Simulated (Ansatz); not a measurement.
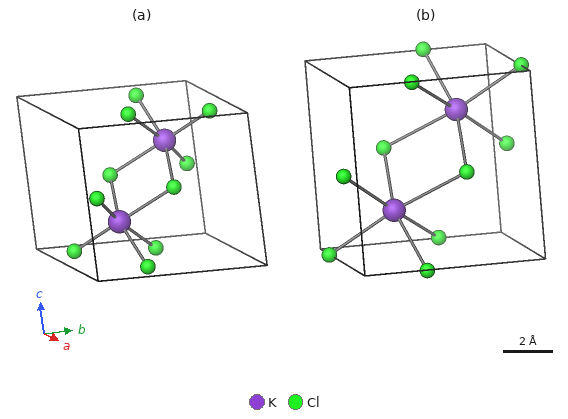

The structure of a crystal of KCl4 (a generated structure, set up in P2/c) before (left) and after (right) a relaxation, at one scale.

A ball-and-stick model of the cell of the calculation, seen slightly off an axis.

The start is a swapped structure.

The calculation used DFT, PAW plane waves, PBEsol in Ansatz. Settings: plane-wave cutoff 420 eV; k-point mesh 4 × 3 × 4; occupations fermi dirac; smearing width 0.1 eV; no spin polarisation; cell and atoms relaxed; force threshold 0.03 eV/Å; at most 60 steps.

Describe what moved and what it gained.

Answer. The largest moves relative to the cell, 1.24 Å, are those of Cl atoms. By element the largest moves are Cl 1.24 Å, K 0.25 Å. The drawn cell changes as follows: a 6.539 → 4.709 Å (−28.0 %), b 7.624 → 8.149 Å (+6.9 %), c 6.408 → 7.846 Å (+22.5 %), β 109.1° → 104.0°; the volume changes by −3.2 %. Near-neighbour distances that change, for instance: Cl–Cl 4.040 → 2.358 Å, Cl–K 4.804 → 3.137 Å, Cl–Cl 3.924 → 2.327 Å, Cl–Cl 3.751 → 2.375 Å. New bonds form: Cl–Cl (3.75 → 2.37 Å), Cl–Cl (4.04 → 2.36 Å), Cl–K (4.57 → 3.50 Å), Cl–K (4.80 → 3.14 Å). Bond angles that change, for instance: Cl–K–Cl 100.2° → 74.5°, Cl–K–Cl 93.4° → 109.4°, Cl–K–Cl 89.3° → 103.3°. The space group stays P2/c (No. 13). The energy falls by 11.216 eV per cell of the calculation in 25 accepted moves (30 points after the start). Largest force component: 2.2 eV/Å at the start, 0.0028 eV/Å at the end. Pressure: 6.80 GPa at the start and 0.00 GPa at the end. The line search rejected the trial steps at points 14, 18, 26 of the run. At 2 points the geometry stayed and the basis and grid were re-selected for the new cell (energy shift of 26.8 meV per cell of the calculation at most each time).
